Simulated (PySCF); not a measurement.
C6H10O2

Input

```
{"job": {"kind": "nmr", "xc": "PBE0", "basis": "pcSseg-1", "pop": false}, "charge": 0, "multiplicity": 1}
C     -1.672373    -2.195589     0.412759
C     -1.219804    -1.146780    -0.272206
C     -0.216639    -0.158410     0.256541
C      1.079161    -0.172458    -0.574706
C      2.145131     0.782001    -0.063356
C     -0.810959     1.214642     0.225324
O     -1.234964     1.785766    -0.825635
O     -0.950012     1.977689     1.225441
H     -1.345923    -2.393382     1.438859
H     -2.386272    -2.896129    -0.027594
H     -1.567984    -0.960472    -1.295002
H      0.014872    -0.387168     1.307766
H      0.821311     0.066963    -1.619590
H      1.455966    -1.207591    -0.571503
H      2.416324     0.560187     0.980648
H      3.059378     0.708259    -0.670313
H      1.808871     1.829940    -0.102743
H     -1.396086     2.592530     0.175307
```

Command:

```sh
OMP_NUM_THREADS=1 python ens_run.py task.json out
```

Geometry: PBE0-D3(BJ)/def2-SVP; at this geometry the atoms fall into two loosely joined parts.

Level of theory: PySCF, PBE0/pcSseg-1, SCF density, gas phase, non-relativistic.

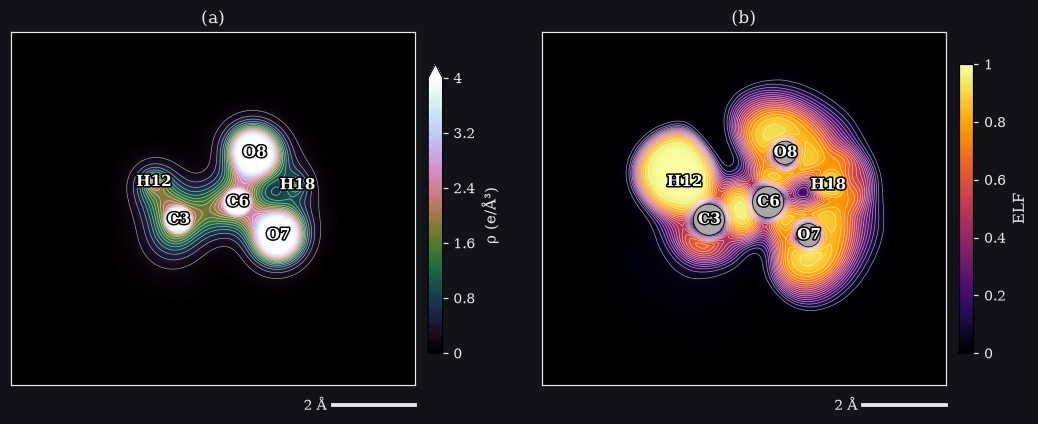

Figure 1. (a) total electron density; (b) electron localisation function on the plane of atoms O7, C6 and O8. Grey discs cover the atomic cores in the ELF map.

> What does the map show?

- The section cuts through C, O and H sites.
- C–O (1.27 Å): the density is about 3 e/Å³ at the midpoint; the ELF peaks at about 0.85 between the atoms, as expected for a polar covalent bond.
- C–H (1.10 Å): ρ is about 2 e/Å³ halfway; the ELF climbs to about 1 towards the hydrogen, as it does in any bond to H (an ordinary covalent bond to hydrogen).
- C–C (1.50 Å): the density is about 1.8 e/Å³ at the midpoint; the ELF peaks at about 0.95 between the atoms: a covalent bond.
- The ELF also peaks beside O7 and O8, away from the bonds: lone-pair regions.

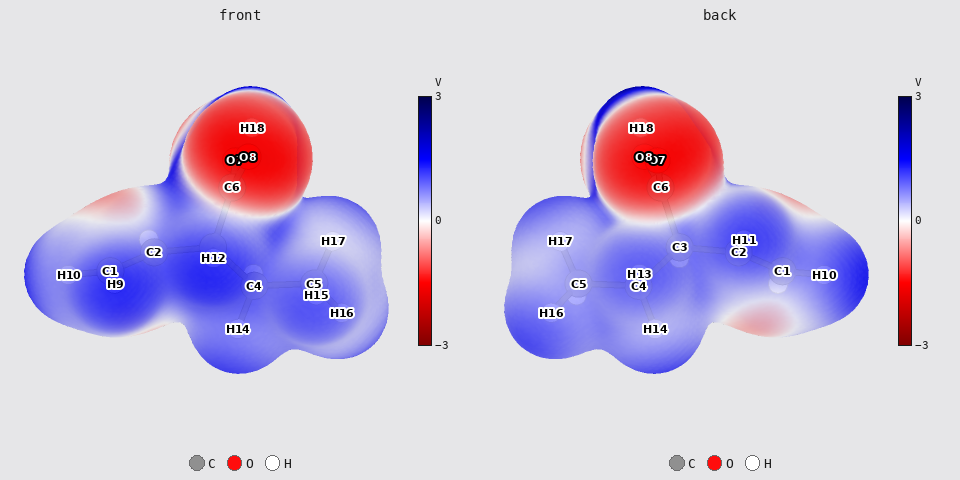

Figure 2. The molecular electrostatic potential painted on the density surface at 0.004 e/bohr³, seen from the front and from behind; red is negative and blue positive.

> Describe the electrostatic potential map.

The most negative region (about −1.5 V, or −35 kcal/mol for a unit charge) lies over O7 and O8, the most positive (about +2.0 V, or +46 kcal/mol for a unit charge) over H18.

> How polar is the molecule by this calculation?

Its dipole moment is 2.09 D.
